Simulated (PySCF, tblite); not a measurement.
**C6H3F3S: dynamics, then NMR shifts on frames**

Aim: move C6H3F3S (`FC(F)=C(F)c1cccs1`) away from its starting geometry and see how NMR shifts follow the geometry.

The runs use tblite 0.8.0 and PySCF 2.14.0, with density-fitted response routines of our own; the level of theory stands in each step. All values are computed, except where a source is named. Atoms are numbered from 0 throughout.

### 1 The starting structure

13 atoms, charge 0, multiplicity 1; geometry from: GFN2-xTB.

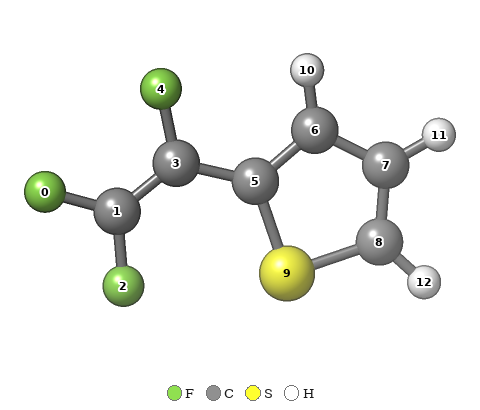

The starting geometry (fluorine green, carbon grey, sulfur yellow, hydrogen white), atoms numbered.

### 2 A short Langevin run with GFN2-xTB

The job: settings as JSON, then the geometry in Å.

```
{"job": {"kind": "md", "xc": "GFN2-xTB", "basis": "xTB", "temperature": 400, "steps": 2000, "every": 50, "frames": 5}, "charge": 0, "multiplicity": 1}
F      3.814108     0.194709     0.411451
C      2.563990     0.431482     0.043329
F      2.498911     1.476545    -0.773587
C      1.498638    -0.277265     0.434050
F      1.721715    -1.314544     1.268808
C      0.124250    -0.065516     0.068216
C     -0.946791    -0.814639     0.488232
C     -2.165402    -0.359508    -0.043506
C     -2.010202     0.721286    -0.854937
S     -0.372994     1.213867    -0.993153
H     -0.849314    -1.655031     1.151063
H     -3.115116    -0.815711     0.168257
H     -2.766180     1.264811    -1.385952
```

With the program's defaults for keys left out, this is: GFN2-xTB Langevin dynamics, gas phase.

Started as:

```
OMP_NUM_THREADS=1 python probes_run.py task.json out
```

One launch serves the whole session: the jobs run in the order shown.

What it wrote:

```text
t/fs     T/K      E/eV
    0.0   333.4   -864.51428
   25.0   300.1   -864.24826
   50.0   289.3   -864.10921
   75.0   327.6   -864.09043
  100.0   299.0   -864.07842
  125.0   342.6   -864.06765
  150.0   340.9   -863.95430
  175.0   371.3   -864.04090
  200.0   451.1   -864.10991
  225.0   467.4   -863.98084
  250.0   411.9   -863.95732
  275.0   381.4   -863.89984
  300.0   351.5   -864.11113
  325.0   295.1   -864.12121
  350.0   294.0   -864.07495
  375.0   351.1   -864.12179
  400.0   362.3   -864.00187
  425.0   555.8   -863.99607
  450.0   594.6   -864.10071
  475.0   420.2   -863.76689
  500.0   422.2   -863.88938
  525.0   477.1   -863.79267
  550.0   468.3   -864.00001
  575.0   359.6   -863.60893
  600.0   409.9   -864.00807
  625.0   323.4   -863.86803
  650.0   357.5   -864.14224
  675.0   310.0   -864.13042
  700.0   280.7   -864.00930
  725.0   360.0   -864.03375
  750.0   357.5   -864.01193
  775.0   425.4   -863.99230
  800.0   295.1   -863.58826
  825.0   441.9   -863.91169
  850.0   469.1   -863.88636
  875.0   551.7   -864.16152
  900.0   438.7   -863.82375
  925.0   317.7   -863.59474
  950.0   570.7   -863.99397
  975.0   329.3   -863.66871
 1000.0   532.7   -863.66444
```

Wall time 22 s (1 thread of Arm Neoverse N1, shared host); peak memory 0.18 GiB.

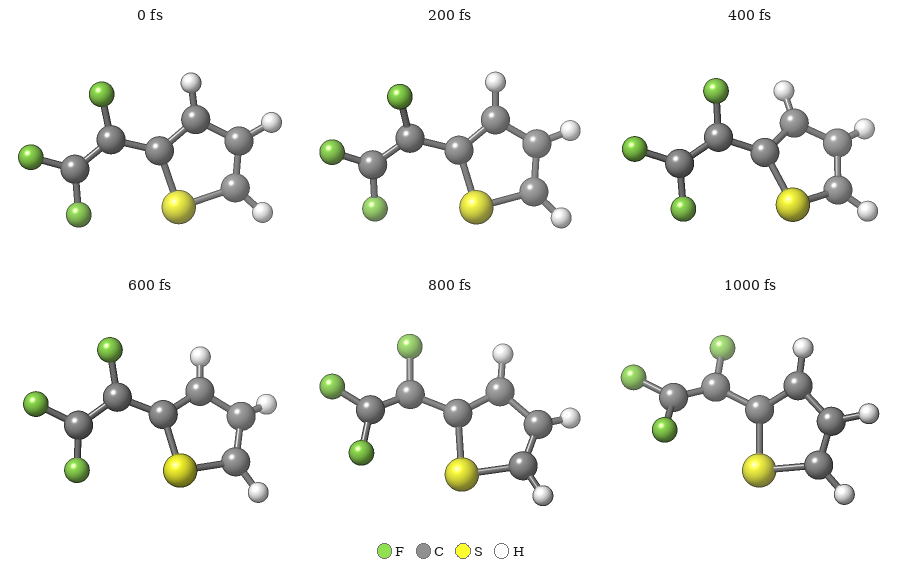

Frames of the run.

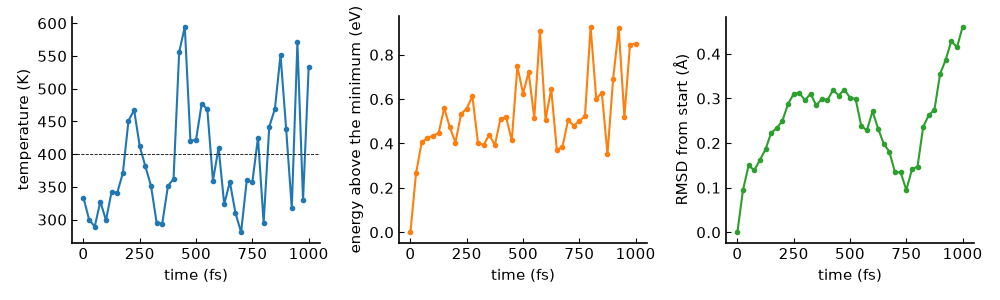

Temperature, potential energy and distance from the start.

Positions (Å) and forces (eV/Å) at 1000 fs:

```xyz
13

F     2.807   -1.683    0.796   -0.881    0.571    0.208
C     1.675   -0.948    0.862    2.247    1.014    0.531
F     1.954    0.326    1.258   -0.119   -1.066   -0.641
C     0.461   -1.372    0.616   -1.659   -0.531   -0.018
F     0.234   -2.694    0.539    0.263   -0.504   -0.323
C    -0.779   -0.609    0.574    0.330   -0.005    1.310
C    -1.909   -0.942    1.314   -0.042    1.741   -1.245
C    -2.829    0.166    1.143   -2.549   -2.346    2.203
C    -2.426    1.226    0.487    1.123    1.919   -2.119
S    -0.709    0.997   -0.117   -2.415   -0.188    0.794
H    -2.091   -1.857    1.878    0.177    0.548   -0.465
H    -3.917    0.192    1.561    2.008   -0.391   -0.582
H    -3.134    2.046    0.182    1.516   -0.760    0.347
```

### 3 Shielding tensors: 250 fs, PBE0/pcSseg-1

The job: settings as JSON, then the geometry in Å.

```
{"job": {"kind": "nmr", "xc": "PBE0", "basis": "pcSseg-1", "pop": false}, "charge": 0, "multiplicity": 1}
F      3.606100     0.137300     0.731000
C      2.332200     0.314900     0.259700
F      2.246700     1.072500    -0.845500
C      1.231200    -0.269400     0.738800
F      1.359800    -1.185500     1.612600
C     -0.108700    -0.073100     0.298200
C     -1.157800    -0.980400     0.325700
C     -2.271300    -0.552700    -0.407500
C     -2.187900     0.672000    -0.875300
S     -0.642400     1.373700    -0.530400
H     -1.009400    -1.927900     0.720000
H     -3.172100    -1.220200    -0.589600
H     -2.939300     1.267500    -1.283700
```

Method: GIAO PBE0/pcSseg-1 NMR shielding, non-relativistic, gas phase.

What it wrote:

```text
coarse grid: 13264 points
cycle   1  E = -927.1221721529  dE =  2.122e+00  |g| = 8.053e-01  |ddm| = 3.879e+00
cycle   2  E = -926.8582295343  dE =  2.639e-01  |g| = 1.399e+00  |ddm| = 1.637e+00
cycle   3  E = -927.2432229806  dE = -3.850e-01  |g| = 1.213e-01  |ddm| = 1.221e+00
cycle   4  E = -927.2452227151  dE = -2.000e-03  |g| = 9.497e-02  |ddm| = 2.581e-01
cycle   5  E = -927.2474294126  dE = -2.207e-03  |g| = 1.347e-02  |ddm| = 9.784e-02
cycle   6  E = -927.2474596464  dE = -3.023e-05  |g| = 6.411e-03  |ddm| = 1.678e-02
cycle   7  E = -927.2474693031  dE = -9.657e-06  |g| = 1.831e-03  |ddm| = 7.448e-03
final grid: 129928 points
cycle   8  E = -927.3277346471  dE = -3.742e-05  |g| = 8.420e-03  |ddm| = 3.627e-02
cycle   9  E = -927.3277122899  dE =  2.236e-05  |g| = 1.278e-02  |ddm| = 1.961e-02
cycle  10  E = -927.3277510966  dE = -3.881e-05  |g| = 1.324e-03  |ddm| = 1.369e-02
cycle  11  E = -927.3277515125  dE = -4.159e-07  |g| = 5.652e-04  |ddm| = 1.966e-03
cycle  12  E = -927.3277515856  dE = -7.310e-08  |g| = 1.245e-04  |ddm| = 5.546e-04
cycle  13  E = -927.3277515876  dE = -1.998e-09  |g| = 4.757e-05  |ddm| = 1.291e-04
cycle  14  E = -927.3277515881  dE = -4.904e-10  |g| = 1.437e-05  |ddm| = 5.479e-05
converged SCF energy = -927.3277515881

GIAO shielding tensors (ppm)
atom      isotropic    diamagn.    paramagn.     s11        s22        s33       span
  0 F      272.930     469.659    -196.729    249.792    268.155    300.843     51.051
  1 C       14.151     253.721    -239.571    -38.434     30.108     50.778     89.212
  2 F      288.569     476.297    -187.728    221.974    312.038    331.695    109.721
  3 C       56.573     243.570    -186.998     18.182     57.224     94.312     76.131
  4 F      363.041     470.938    -107.897    277.612    373.733    437.777    160.165
  5 C       42.642     266.425    -223.783    -38.222     34.848    131.299    169.522
  6 C       54.627     249.031    -194.404    -22.678     32.760    153.799    176.477
  7 C       59.885     254.287    -194.402    -18.228     46.530    151.351    169.579
  8 C       54.737     262.151    -207.414    -37.655     58.732    143.134    180.790
  9 S      245.599    1056.513    -810.914    130.170    262.900    343.729    213.559
 10 H       25.015      32.886      -7.871     21.526     24.165     29.354      7.828
 11 H       23.776      27.542      -3.765     20.066     23.742     27.521      7.454
 12 H       24.908      31.720      -6.812     22.243     24.926     27.555      5.312
```

Wall time 58 s (1 thread of Arm Neoverse N1, shared host); peak memory 0.84 GiB.

Shifts follow as δ = σ(reference) − σ, with reference shieldings (ppm) from runs at the same level and on the same kind of geometry: ¹H TMS 31.72, ¹³C TMS 186.9, ¹⁹F CFCl3 170.9, ³³S CS2 504. The references are single molecules in the gas phase, so shifts against H2O, NH3, PH3, H3PO4 or CFCl3 are not on the usual liquid scales and can be off by tens of ppm. Each atom is listed at this fixed geometry, with no averaging over motion; a spectrum would average atoms that exchange fast.

| atoms | environment | σ (ppm) | δ (ppm) |
| --- | --- | --- | --- |
| C1 | fully substituted alkene carbon | 14.2 | 172.8 |
| C5 | substituted aromatic carbon next to the ring sulfur | 42.6 | 144.3 |
| C6 | aromatic CH | 54.6 | 132.3 |
| C8 | aromatic CH next to the ring sulfur | 54.7 | 132.2 |
| C3 | fully substituted alkene carbon | 56.6 | 130.4 |
| C7 | aromatic CH | 59.9 | 127.0 |
| H11 | hydrogen on an aromatic CH | 23.78 | 7.94 |
| H12 | hydrogen on an aromatic CH next to the ring sulfur | 24.91 | 6.81 |
| H10 | hydrogen on an aromatic CH | 25.01 | 6.70 |
| F0 | vinylic fluorine | 272.9 | -102.0 |
| F2 | vinylic fluorine | 288.6 | -117.6 |
| F4 | vinylic fluorine | 363.0 | -192.1 |
| S9 | aromatic ring sulfur | 246 | 258 |

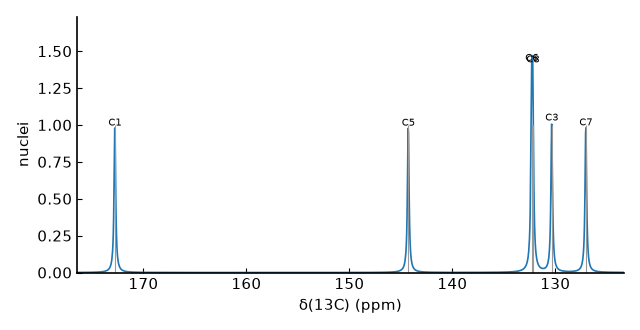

¹³C lines at the computed shifts, without couplings. Lines are broadened to a width of 0.18 ppm (Lorentzian).

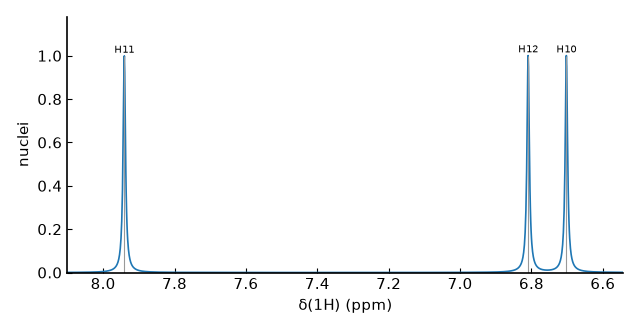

¹H lines at the computed shifts, without couplings. Lines are broadened to a width of 0.01 ppm (Lorentzian).

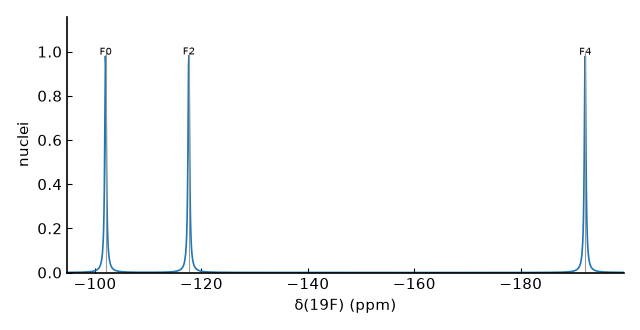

¹⁹F lines at the computed shifts, without couplings. Lines are broadened to a width of 0.36 ppm (Lorentzian).

Ring of atoms C5, C6, C7, C8, S9: NICS(0) -11.7, NICS(1) -10.6, NICS(1)zz -24.7 ppm (means of both faces).

Orbitals, density, ELF and potential are computed afterwards from the orbital file.

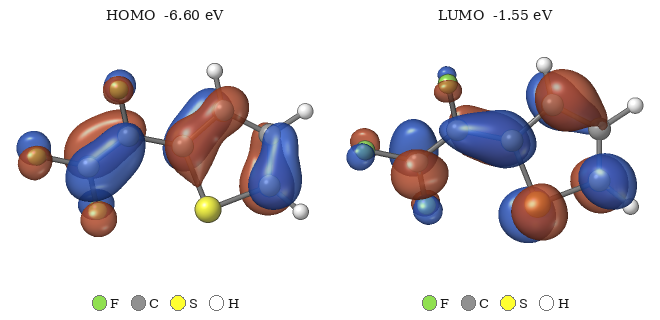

PBE0/pcSseg-1 orbitals near the gap, drawn at the value that encloses 70 % of each; the two colours are the two signs.

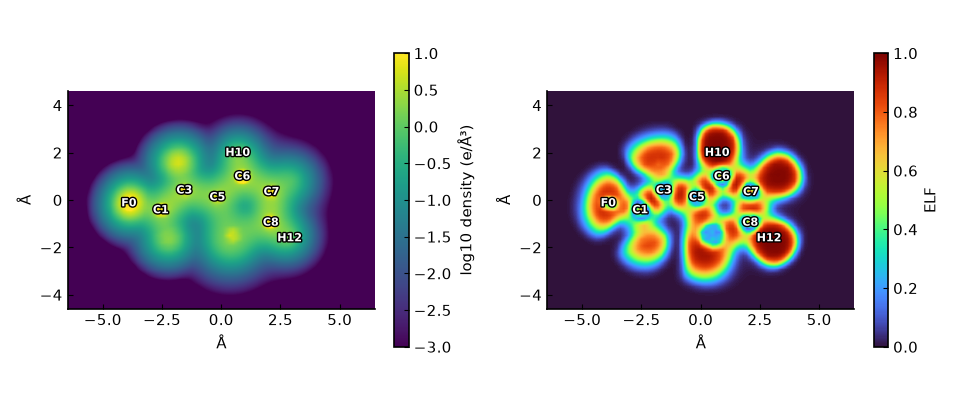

Density (left) and ELF (right) in a plane through or near 9 of the atoms.

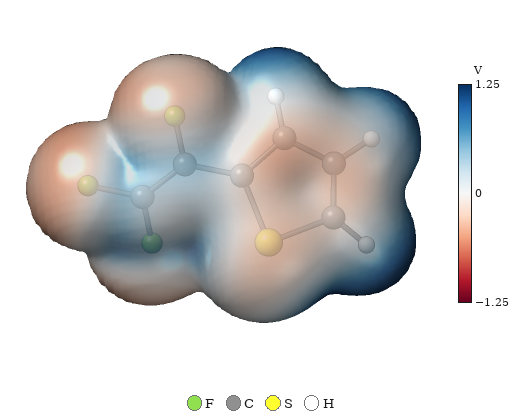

Electrostatic potential on the surface of density 0.002 e/bohr³; red is low, blue high. It runs, from the 1st to the 99th percentile, from -0.46 V near F0 to 1.25 V near H12.

### 4 Shielding tensors: 425 fs, PBE0/pcSseg-1

The job: settings as JSON, then the geometry in Å.

```
{"job": {"kind": "nmr", "xc": "PBE0", "basis": "pcSseg-1", "pop": false}, "charge": 0, "multiplicity": 1}
F      3.237500     0.008100     1.431400
C      2.061000     0.125700     0.843200
F      2.193000     1.178300     0.100500
C      0.933600    -0.586100     0.981200
F      0.861900    -1.702000     1.750900
C     -0.345100    -0.347000     0.389300
C     -1.175500    -1.421000     0.209900
C     -2.341300    -1.079100    -0.520200
C     -2.530100     0.293800    -0.650300
S     -1.085700     1.164400    -0.120500
H     -0.937500    -2.474500     0.519800
H     -3.088100    -1.789700    -0.845400
H     -3.250100     0.832900    -1.240900
```

Method: GIAO PBE0/pcSseg-1 NMR shielding, non-relativistic, gas phase.

What it wrote:

```text
coarse grid: 13264 points
cycle   1  E = -927.1341890457  dE =  1.931e+00  |g| = 7.880e-01  |ddm| = 3.848e+00
cycle   2  E = -926.9217055879  dE =  2.125e-01  |g| = 1.315e+00  |ddm| = 1.610e+00
cycle   3  E = -927.2458668923  dE = -3.242e-01  |g| = 1.224e-01  |ddm| = 1.175e+00
cycle   4  E = -927.2479877678  dE = -2.121e-03  |g| = 8.788e-02  |ddm| = 2.374e-01
cycle   5  E = -927.2498119235  dE = -1.824e-03  |g| = 1.241e-02  |ddm| = 8.890e-02
cycle   6  E = -927.2498320886  dE = -2.017e-05  |g| = 7.833e-03  |ddm| = 1.862e-02
cycle   7  E = -927.2498468033  dE = -1.471e-05  |g| = 1.516e-03  |ddm| = 8.729e-03
cycle   8  E = -927.2498473240  dE = -5.207e-07  |g| = 5.900e-04  |ddm| = 1.989e-03
final grid: 129928 points
cycle   9  E = -927.3307073591  dE = -3.461e-05  |g| = 9.463e-03  |ddm| = 3.844e-02
cycle  10  E = -927.3306722420  dE =  3.512e-05  |g| = 1.518e-02  |ddm| = 2.516e-02
cycle  11  E = -927.3307286567  dE = -5.641e-05  |g| = 1.557e-03  |ddm| = 1.722e-02
cycle  12  E = -927.3307292515  dE = -5.948e-07  |g| = 4.962e-04  |ddm| = 1.997e-03
cycle  13  E = -927.3307293056  dE = -5.417e-08  |g| = 1.195e-04  |ddm| = 5.624e-04
cycle  14  E = -927.3307293077  dE = -2.079e-09  |g| = 6.708e-05  |ddm| = 1.817e-04
cycle  15  E = -927.3307293088  dE = -1.139e-09  |g| = 1.655e-05  |ddm| = 7.493e-05
cycle  16  E = -927.3307293089  dE = -6.912e-11  |g| = 4.665e-06  |ddm| = 2.553e-05
converged SCF energy = -927.3307293089

GIAO shielding tensors (ppm)
atom      isotropic    diamagn.    paramagn.     s11        s22        s33       span
  0 F      264.580     469.422    -204.842    245.269    266.296    282.175     36.906
  1 C       24.506     246.991    -222.485    -19.056     30.734     61.841     80.897
  2 F      289.163     475.306    -186.143    254.694    289.558    323.237     68.543
  3 C       54.403     246.952    -192.549     19.435     53.864     89.911     70.476
  4 F      339.850     471.798    -131.947    307.628    338.930    372.994     65.366
  5 C       42.663     263.378    -220.716    -31.622     38.463    121.148    152.770
  6 C       48.917     250.750    -201.833    -30.430     30.209    146.972    177.403
  7 C       46.096     253.049    -206.953    -40.554     30.782    148.061    188.615
  8 C       41.691     263.066    -221.376    -53.752     46.481    132.343    186.095
  9 S      250.522    1056.141    -805.620     86.712    245.382    419.471    332.759
 10 H       23.048      29.846      -6.799     18.796     23.030     27.317      8.522
 11 H       24.163      28.865      -4.702     21.221     24.177     27.091      5.870
 12 H       23.929      30.484      -6.555     21.372     23.950     26.464      5.092
```

Wall time 48 s (1 thread of Arm Neoverse N1, shared host); peak memory 0.84 GiB.

In short: δ C1 162.4, C8 145.2, C5 144.3, C7 140.8, H10 8.67, H12 7.79 ppm.

(Part 1 of 2 ends here.)
